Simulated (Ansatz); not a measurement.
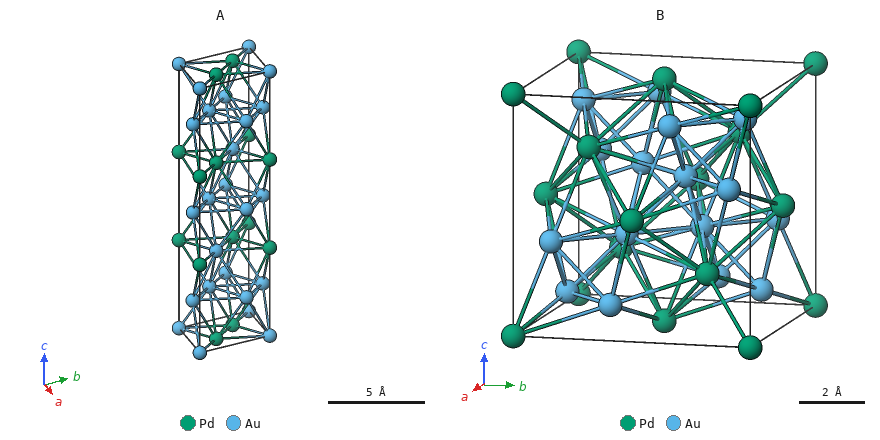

Two structures of PdAu₂, each relaxed to rest (conventional cells in solid outline, small ones repeated, not to one scale). Method: Ansatz 0.2.0, DFT PBE, scalar-relativistic, plane waves, PAW, without spin polarisation.

> Which structures are these?

A: 18 atoms a cell on a rhombohedral (trigonal R) lattice, R32. B: cubic Laves phase (C15, MgCu₂ type), Fd-3m.

> Which structure wins energetically, and by what margin?

A is lower, by 231 meV/atom at this level of theory (energies at zero smearing). Volumes: A 17.1, B 18.5 Å³/atom.

One or both may be structure types tried for this composition rather than known phases.
